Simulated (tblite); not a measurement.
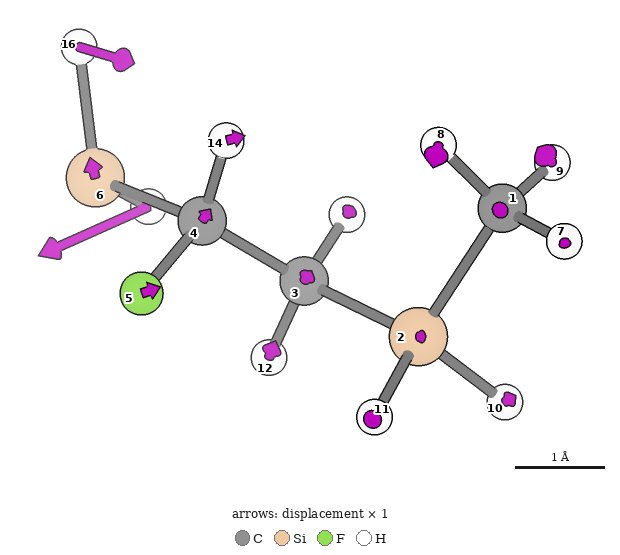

A relaxation of C3H10FSi2 (multiplicity 2). The starting structure is drawn; purple arrows show the displacements, at their true length. The two geometries are superimposed by the best rigid fit.

A ball-and-stick model, seen at a tilt.

All numbers below come from GFN2-xTB geometry optimisation, gas phase (tblite). 

Q: Atoms of which element are displaced furthest, and by how much?

A: Hydrogen: up to 1.54 Å, against 0.26 Å for silicon.

Q: What did the optimiser do to the structure, and how much energy did it gain?

A: The atom that moves furthest after the best rigid fit is an H atom (1.54 Å). Largest moves by element: H 1.54 Å, Si 0.26 Å, F 0.24 Å, C 0.20 Å. Some distances before and after: C–Si 1.835 → 1.913 Å, C–Si 1.872 → 1.917 Å, C–H 1.125 → 1.091 Å, C–C 1.490 → 1.524 Å. Among the angles between lasting bonds that change: H–Si–H 105.1° → 114.4°, C–Si–H 114.4° → 109.7°, C–C–Si 107.7° → 112.4°. Groups turn about C–Si by about 60°. Over 144 geometry steps the energy falls by 0.416 eV. Cost: 0.95 s on 1 thread of Arm Neoverse V1, with other jobs on the host.
